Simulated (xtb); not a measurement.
# Frequency calculation of InN$_{2}$H$_{5}$S (part 2 of 2)

InN$_{2}$H$_{5}$S, SMILES [NH2][In]([NH2])[SH]; GFN1-xTB, ALPB solvent thf (xtb 6.7.1 later snapshot). The geometry was optimised with GFN1-xTB/ALPB(thf).

Geometry of the input (Å):
```
N  -0.8329  1.4198  1.0582
In 0.2198  -0.0996  -0.1035
N  -0.6851  -2.0120  -0.6084
S  2.4772  0.3857  -0.9717
H  -1.8238  1.3337  0.8746
H  -0.5570  2.3212  0.6916
H  0.0342  -2.7209  -0.5469
H  -1.3682  -2.2443  0.1001
H  2.5358  1.6163  -0.4940
```

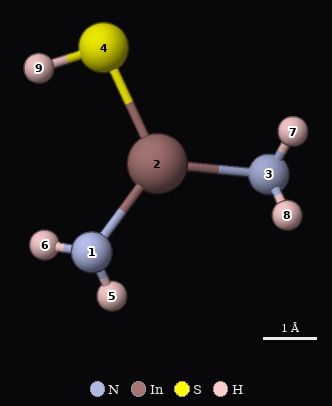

The structure as given in the input (ball-and-stick view, seen at a tilt; atoms are numbered from 1 in the order of the input). Sticks mark near contacts.

## What the program printed, continued
```
         #    Occupation            Energy/Eh            Energy/eV
      -------------------------------------------------------------
         1        2.0000           -0.8260885             -22.4790
         2        2.0000           -0.7133310             -19.4107
         3        2.0000           -0.7004399             -19.0599
         4        2.0000           -0.6012440             -16.3607
         5        2.0000           -0.5012235             -13.6390
         6        2.0000           -0.4990198             -13.5790
         7        2.0000           -0.4932879             -13.4230
         8        2.0000           -0.4305982             -11.7172
         9        2.0000           -0.4152996             -11.3009
        10        2.0000           -0.3908108             -10.6345
        11        2.0000           -0.3816161             -10.3843
        12        2.0000           -0.3692484             -10.0478 (HOMO)
        13                         -0.2590012              -7.0478 (LUMO)
        14                         -0.1316041              -3.5811
        15                         -0.1249344              -3.3996
        16                         -0.1181240              -3.2143
        17                         -0.1047504              -2.8504
        18                         -0.0995229              -2.7082
        19                         -0.0868788              -2.3641
        20                         -0.0813593              -2.2139
        21                         -0.0488509              -1.3293
        22                         -0.0328230              -0.8932
        23                         -0.0144804              -0.3940
       ...                                ...                  ...
        36                          0.5967829              16.2393
      -------------------------------------------------------------
                  HL-Gap            0.1102472 Eh            3.0000 eV
             Fermi-level           -0.3141248 Eh           -8.5478 eV

  Mulliken/CM5 charges         n(s)   n(p)   n(d)
     1     -0.58057 -1.00933   1.505  4.076  0.000
     2      0.43195  0.55897   1.618  0.776  0.174
     3     -0.57590 -1.00564   1.503  4.073  0.000
     4     -0.25230 -0.34053   1.901  4.356 -0.004
     5      0.20790  0.39505   0.792  0.000  0.000
     6      0.20547  0.39275   0.795  0.000  0.000
     7      0.20740  0.39449   0.793  0.000  0.000
     8      0.20753  0.39483   0.792  0.000  0.000
     9      0.14852  0.21941   0.851  0.000  0.000

Wiberg/Mayer (AO) data.
largest (>0.10) Wiberg bond orders for each atom

 ---------------------------------------------------------------------------
     #   Z sym  total        # sym  WBO       # sym  WBO       # sym  WBO
Molecule has no symmetry elements
It seems to be the C1 point group
 ---------------------------------------------------------------------------
     1   7      3.014 --     6      0.941     5      0.941     2      0.674
                             3      0.232     4      0.217
     2  49      2.261 --     4      0.817     3      0.691     1      0.674
     3   7      3.021 --     8      0.942     7      0.940     2      0.691
                             1      0.232     4      0.209
     4  16      2.210 --     9      0.959     2      0.817     1      0.217
                             3      0.209
     5   1      0.962 --     1      0.941
     6   1      0.963 --     1      0.941
     7   1      0.962 --     3      0.940
     8   1      0.962 --     3      0.942
     9   1      0.983 --     4      0.959
 ---------------------------------------------------------------------------

Topologies differ in total number of bonds
Writing topology from bond orders to xtbtopo.mol

 dipole moment from electron density (au)
     X       Y       Z
  -0.4985   0.3487   0.3985  total (Debye):    1.848

           -------------------------------------------------
          |               Frequency Printout                |
           -------------------------------------------------
 projected vibrational frequencies (cm⁻¹)
eigval :       -0.00    -0.00    -0.00     0.00     0.00     0.00
eigval :       36.17    71.91    97.75   130.66   138.04   149.81
eigval :      285.45   379.90   414.95   604.06   671.85   690.91
eigval :      728.64   748.53  1501.14  1504.09  2630.01  3408.41
eigval :     3410.94  3480.64  3482.51
 reduced masses (amu)
    1:      7.94    2:     13.10    3:      9.46    4:      9.45    5:     12.95    6:      6.31
    7:      5.49    8:      5.27    9:      4.36   10:      1.08   11:      1.07   12:      1.08
   13:     11.23   14:      8.54   15:      6.13   16:      1.07   17:      1.15   18:      1.23
   19:      1.07   20:      1.07   21:      1.09   22:      1.09   23:      1.04   24:      1.05
   25:      1.05   26:      1.09   27:      1.09
 IR intensities (km·mol⁻¹)
    1:      0.09    2:      0.06    3:      0.22    4:      0.47    5:      0.19    6:      0.26
    7:     18.33    8:      3.51    9:      5.16   10:     46.55   11:    141.15   12:     67.72
   13:      7.46   14:    100.95   15:    115.01   16:     37.72   17:     51.78   18:    531.33
   19:     22.81   20:     80.35   21:    171.33   22:     10.98   23:    281.24   24:      9.53
   25:      2.65   26:     15.79   27:      9.18
 Raman intensities (Ä⁴*amu⁻¹)
    1:      0.00    2:      0.00    3:      0.00    4:      0.00    5:      0.00    6:      0.00
    7:      0.00    8:      0.00    9:      0.00   10:      0.00   11:      0.00   12:      0.00
   13:      0.00   14:      0.00   15:      0.00   16:      0.00   17:      0.00   18:      0.00
   19:      0.00   20:      0.00   21:      0.00   22:      0.00   23:      0.00   24:      0.00
   25:      0.00   26:      0.00   27:      0.00
 output can be read by thermo (or use thermo option).
 writing <g98.out> molden fake output.
 recommended (thermochemical) frequency scaling factor: 1.0
           -------------------------------------------------
          |             Thermodynamic Functions             |
           -------------------------------------------------

c1  symmetry found (for desy threshold:  0.10E+00) used in thermo

          ...................................................
          :                      SETUP                      :
          :.................................................:
          :  # frequencies                          21      :
          :  # imaginary freq.                       0      :
          :  linear?                             false      :
          :  only rotor calc.                    false      :
          :  symmetry                               c1      :
          :  rotational number                       1      :
          :  scaling factor                  1.0000000      :
          :  rotor cutoff                   50.0000000 cm⁻¹ :
          :  imag. cutoff                  -20.0000000 cm⁻¹ :
          :.................................................:

    mode    ω/cm⁻¹     T·S(HO)/kcal·mol⁻¹    T·S(FR)/kcal·mol⁻¹   T·S(vib)
   ------------------------------------------------------------------------
       1     36.17    -1.62749 ( 21.49%)    -1.15190 ( 78.51%)    -1.25413
       2     71.91    -1.22250 ( 81.06%)    -0.94859 ( 18.94%)    -1.17062
       3     97.75    -1.04314 ( 93.59%)    -0.85774 (  6.41%)    -1.03126
       4    130.66    -0.87547 ( 97.90%)    -0.77183 (  2.10%)    -0.87329
       5    138.04    -0.84403 ( 98.31%)    -0.75556 (  1.69%)    -0.84253
       6    149.81    -0.79745 ( 98.77%)    -0.73133 (  1.23%)    -0.79664
       7    285.45    -0.44746 ( 99.91%)    -0.54041 (  0.09%)    -0.44754
   ------------------------------------------------------------------------

   temp. (K)  partition function   enthalpy   heat capacity  entropy
                                   cal/mol     cal/K/mol   cal/K/mol   J/K/mol
 298.15  VIB  0.108E+04             3794.163     19.642     25.120
         ROT  0.242E+06              888.727      2.981     27.617
         INT  0.261E+09             4682.891     22.623     52.738
         TR   0.738E+26             1481.212      4.968     41.469
         TOT                        6164.1032    27.5907    94.2067   394.1609

       T/K    H(0)-H(T)+PV         H(T)/Eh          T*S/Eh         G(T)/Eh
   ------------------------------------------------------------------------
    298.15    0.982312E-02    0.657894E-01    0.447607E-01    0.210287E-01
   ------------------------------------------------------------------------

         :::::::::::::::::::::::::::::::::::::::::::::::::::::
         ::                  THERMODYNAMIC                  ::
         :::::::::::::::::::::::::::::::::::::::::::::::::::::
         :: total free energy         -14.318254957078 Eh   ::
         ::.................................................::
         :: total energy              -14.339283676711 Eh   ::
         :: zero point energy           0.055966248560 Eh   ::
         :: G(RRHO) w/o ZPVE           -0.034937528926 Eh   ::
         :: G(RRHO) contrib.            0.021028719633 Eh   ::
         :::::::::::::::::::::::::::::::::::::::::::::::::::::

           -------------------------------------------------
          | TOTAL ENERGY              -14.339283676711 Eh   |
          | TOTAL ENTHALPY            -14.273494304412 Eh   |
          | TOTAL FREE ENERGY         -14.318254957078 Eh   |
          | GRADIENT NORM               0.000137159294 Eh/α |
          | HOMO-LUMO GAP               2.999979480245 eV   |
           -------------------------------------------------

------------------------------------------------------------------------
------------------------------------------------------------------------
 total:
 *  cpu-time:     0 d,  0 h,  0 min,  0.339 sec
 * ratio c/w:     1.000 speedup
 SCF:
 *  cpu-time:     0 d,  0 h,  0 min,  0.007 sec
 * ratio c/w:     1.000 speedup
 analytical hessian:
 *  cpu-time:     0 d,  0 h,  0 min,  0.325 sec
 * ratio c/w:     1.000 speedup
```

## Standard error
```
normal termination of xtb
```

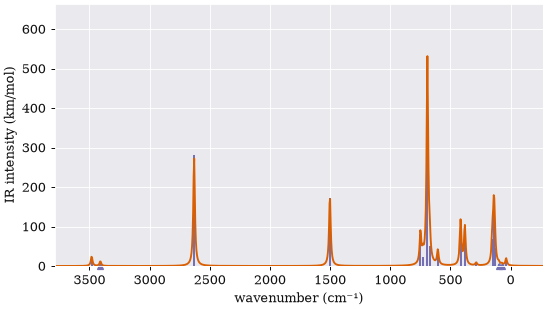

Harmonic infrared spectrum, unscaled: sticks (degenerate modes added up, dark ones marked on the axis) with a Lorentzian envelope of 16 cm⁻¹ full width, scaled to the tallest stick. 21 modes from 36 to 3483 cm⁻¹, none imaginary. The strongest line is at 691 cm⁻¹ (531 km/mol).

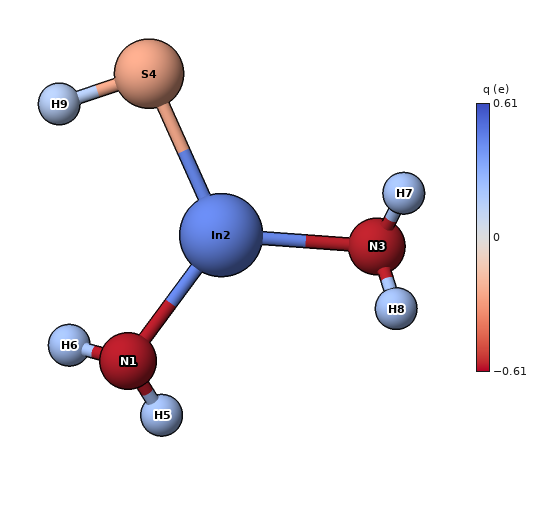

Mulliken charges, as the colour of each atom (ball-and-stick view, seen on its broad side; atoms are numbered from 1 in the order of the input). By element: N −0.58, In +0.43, S −0.25 and H +0.15 to +0.21 e.
